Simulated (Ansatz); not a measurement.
# A hypothetical structure for YSc3, part 2 of 2

Starting from a made-up structure for YSc3, the aim is the relaxed cell, its shortest contacts and, where a second run follows, its electronic structure.

Ansatz 0.2.0; DFT, PBEsol, plane-wave PAW, files of the set soft_1, scalar-relativistic, no spin, cell and ions relaxed at zero pressure; PAW set soft_1 (the session's first sound run).

So far: The structure; Relaxing cell and atoms. The relaxed cell has a = 4.663 Å (conventional setting).

## (3) Electronic structure of the relaxed cell

A second self-consistent run takes a narrower smearing and the mesh shown in its input; the bands follow along the standard path of the relaxed lattice.

This step: DFT, PBEsol, plane-wave PAW, files of the set soft_1, scalar-relativistic, no spin, bands and density of states at the relaxed cell; PAW set soft_1 (Ansatz 0.2.0).

File input.yaml:

```yaml
crystal:
  lattice:
    - [4.6626947246, 0.0, 0.0]
    - [0.0, 4.6626947246, 0.0]
    - [0.0, 0.0, 4.6626947246]
  atoms:
    - { symbol: "Y", position: [0.0, 0.0, 0.0] }
    - { symbol: Sc, position: [0.5, 0.0, 0.5] }
    - { symbol: Sc, position: [0.5, 0.5, 0.0] }
    - { symbol: Sc, position: [0.0, 0.5, 0.5] }
kpoints:
  mp_grid: { grid: [8, 8, 8] }
  band_path:
    path:
      - [[0.0, 0.0, 0.0], [0.0, 0.5, 0.0], [0.5, 0.5, 0.0], [0.0, 0.0, 0.0], [0.5, 0.5, 0.5], [0.0, 0.5, 0.0]]
      - [[0.5, 0.5, 0.0], [0.5, 0.5, 0.5]]
    npoints: 13
scf:
  occupations: { method: fermi_dirac, width: 0.03 }
  n_extra_bands: 8
hamiltonian:
  xc: pbesol
  pseudopotentials: { kind: paw, azcp: { folder: soft_1 }, xc_functional: pbe }
output:
  forces: true
  stress: true
  write_bands: true
  dos: { projected: true }
  write_density: true
  write_potential: true
  elf: true
  volumetric_format: npy
```

Launch:

```console
$ ansatz run input.yaml --threads 4 --pin off --max-ram 8192MiB --backend cpu --events-out ev --progress --plain --runs-dir out
```

Numbers of over 12 decimals in the logs are rounded to 6 here.

The program printed:

```text
[...]
Crystal: 4 atoms, lattice volume = 101.370 Å³
Basis set: ecut = 420 eV, 1935 PW (Γ), exchange–correlation on 64×64×64 points (8 copies of the dense FFT grid, shifted against one another)
Bands: 30, of which v1, the nominal top of the filled ones, is band 22 counted from 1 (21 counted from 0)
Symmetry: 48 space group operations
[...]
k-points: 35 of 512
[...]
SCF iter   1: F=—  HF=-10129.348011 eV  |F-HF|=—  |Δ(HF+E_count)|=         —  Δρ=2.89e-2  dr2=1.58e0  ethr=3.10e-3  ⟨swp⟩=4.4  Hψ=3672  notcnv=0
[...]
SCF iter   7: F=-10128.975433 eV  HF=-10128.975433 eV  |F-HF|=1.85e-8  |Δ(HF+E_count)|=   7.57e-8  Δρ=4.56e-6  dr2=3.06e-8  ethr=2.27e-10  ⟨swp⟩=11.3  Hψ=6174  notcnv=0
SCF 1 converged in 7 iterations: F = -10128.975433 eV  dr2 = 3.06e-8
[...]
NSCF: frozen V_eff on 80 k-points
SCF converged after 7 iterations
Free energy (F): -10128.975433 eV
[...]
Internal energy: -10128.946381 eV  (E = F + TS)
E sigma→0 (E₀):  -10128.960907 eV
Entropy (-TS):   -0.029052 eV (-7.263 meV/atom)
Fermi energy:    9.727965 eV
[...]
--- Stress (GPa, compression-positive) ---
       -0.113911       0.000000      -0.000000
        0.000000      -0.113911       0.000000
        0.000000       0.000000      -0.113911
  P = ⅓ Tr σ = -0.1139 GPa (-1.139 kbar)
--- Band table (eV; the first three rows and the last of 35) ---
  k-point 0: bands = [... 18 lower, 7.8972, 8.3469, 8.9726, 8.9726, 8.9726, 11.3587, 11.3587, 11.3587, ... 4 higher]
  k-point 1: bands = [... 18 lower, 7.9984, 8.3985, 9.0354, 9.0354, 9.0422, 11.2355, 11.4195, 11.4195, ... 4 higher]
  k-point 2: bands = [... 18 lower, 8.2739, 8.6285, 9.2213, 9.2213, 9.2468, 10.9056, 11.0544, 11.0544, ... 4 higher]
  k-point 34: bands = [... 18 lower, 7.7225, 8.2184, 9.8616, 10.3339, 10.3339, 10.3339, 11.1226, 11.1226, ... 4 higher]
```

Run time: 2.4 s. Hardware: 4 threads of Arm Neoverse V2, shared host; peak memory 0.52 GiB; 8.9 s of CPU time.

The column dr2 measures how far the density is from self-consistency, as an energy; F and HF (Harris–Foulkes) agree once it is small.

Numbers from this step:

```
free energy             : -10128.9754 eV
energy at zero smearing : -10128.9609 eV
smearing term TS        : 0.02905 eV
Fermi energy            : 9.728 eV
pressure                : -0.1139 GPa
```

From bands.tsv, the bands that come nearest the Fermi level along the path, at its corners, in eV from the Fermi level:

| point | band 18 | band 19 | band 20 | band 21 | band 22 | band 23 | band 24 | band 25 |
| --- | --- | --- | --- | --- | --- | --- | --- | --- |
| Γ | -1.83 | -1.83 | -1.38 | -0.76 | -0.76 | -0.76 | 1.63 | 1.63 |
| X | -3.14 | -0.94 | -0.54 | 0.09 | 0.09 | 0.24 | 0.29 | 0.38 |
| M | -1.66 | -1.60 | -1.60 | 0.24 | 0.24 | 0.27 | 0.61 | 0.67 |
| Γ | -1.83 | -1.83 | -1.38 | -0.76 | -0.76 | -0.76 | 1.63 | 1.63 |
| R | -2.01 | -2.01 | -1.51 | 0.13 | 0.61 | 0.61 | 0.61 | 1.39 |
| X | -3.14 | -0.94 | -0.54 | 0.09 | 0.09 | 0.24 | 0.29 | 0.38 |
| M | -1.66 | -1.60 | -1.60 | 0.24 | 0.24 | 0.27 | 0.61 | 0.67 |
| R | -2.01 | -2.01 | -1.51 | 0.13 | 0.61 | 0.61 | 0.61 | 1.39 |

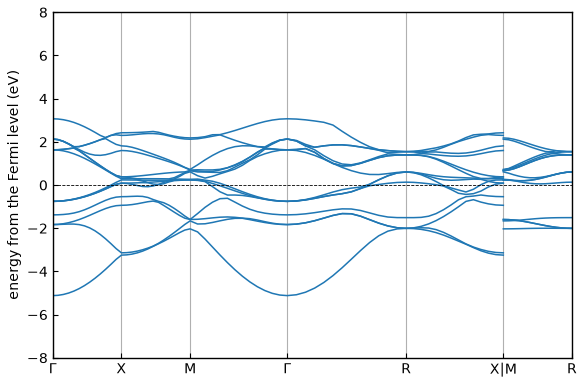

Bands along the path. 16 bands lie wholly below the window drawn.

Counts of states for the cell as run, both spins, by energy window (eV from the Fermi level):

```
from  to  total
  -8  -7   0.00
  -7  -6   0.00
  -6  -5   0.00
  -5  -4   0.38
  -4  -3   0.83
  -3  -2   1.66
  -2  -1   3.53
  -1   0   5.69
   0   1   6.90
```

A further 32.0 states lie below the table's range.

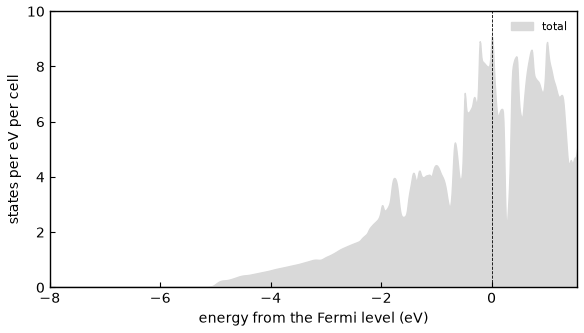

Total density of states, smoothed over about 0.04 eV.

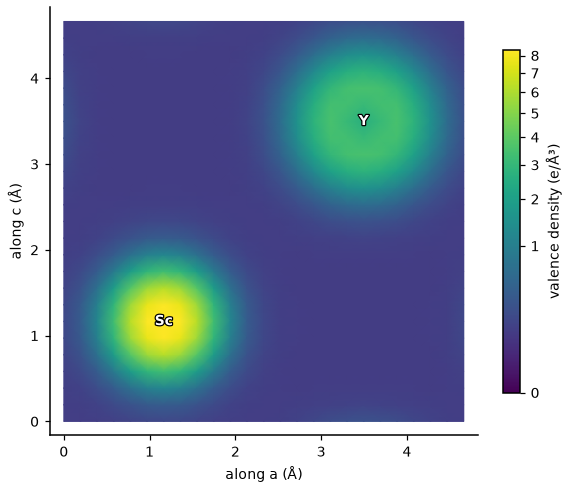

Valence density in the ac plane at fractional y = 0.000, with atoms of Y and Sc within 0.2 Å of it. It is the smooth field of the valence electrons, not physical close to the nuclei. The map starts off the cell's origin, so that atoms lie inside it. The colour scale is stretched toward low values.

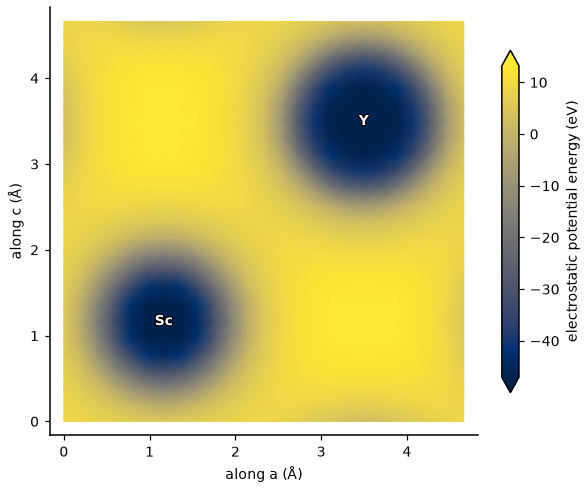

Electrostatic potential energy in the ac plane at fractional y = 0.000, with atoms of Y and Sc within 0.2 Å of it. With pseudopotentials it is smooth inside the atoms' cores, unlike the true potential. The map starts off the cell's origin, so that atoms lie inside it.

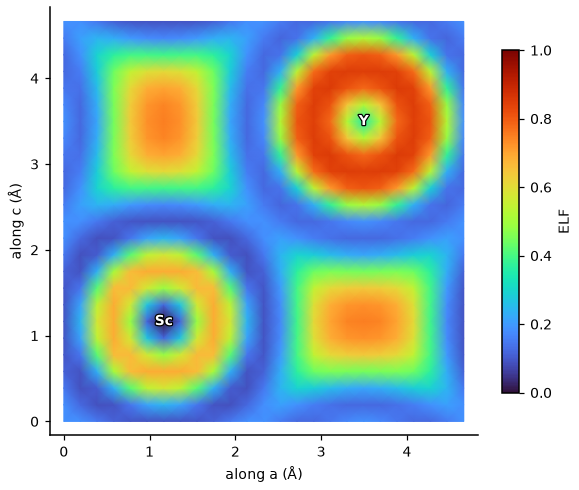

ELF in the ac plane at fractional y = 0.000, with atoms of Y and Sc within 0.2 Å of it. It is the smooth field of the valence electrons, not physical close to the nuclei. The map starts off the cell's origin, so that atoms lie inside it.

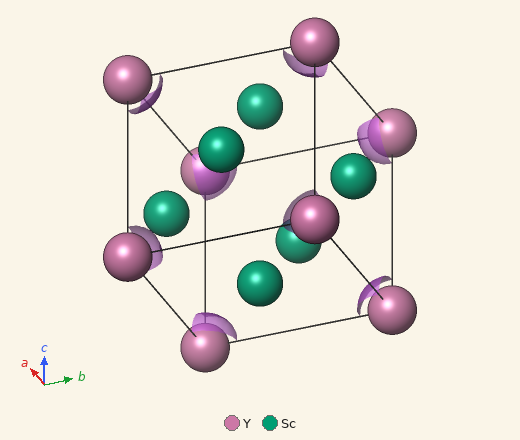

Surface of ELF = 0.78.

## (4) Summary of results

- space group, relaxed: Pm-3m
- conventional cell: a = 4.663, b = 4.663, c = 4.663 Å; α = 90.0°, β = 90.0°, γ = 90.0°
- volume per atom: 25.34 Å³ (guess 24.54)

In words: YSc3 relaxes to Pm-3m with a = 4.663, b = 4.663 and c = 4.663 Å. The guessed volume was 3 % too small. The space group Pm-3m was held in the relaxation, so the end point is a stationary structure within it and may be a saddle against distortions or other arrangements. Bands cross the Fermi level, so it is a metal or semimetal at this level. On the 8×8×8 mesh with the narrower smearing (relaxed on 6×6×6) the forces vanish, as symmetry may demand, and the largest stress component is 0.114 GPa, against the relaxation's thresholds of 0.015 eV/Å and 0.05 GPa. The cutoff wasn't tested. No dispersion term is used, so weakly bound directions may come out too long. Nothing here tests whether the compound is stable against decomposition.

[Logs are printed without paths, hosts, clocks, repeated set-up lines and the standing remarks that a program may print on its own settings, such as how far it seeks lower states.]

[Hosts, paths, dates, database ids (printed as entryN), source tags and the programs' standing remarks are cut or masked in the printed files.]
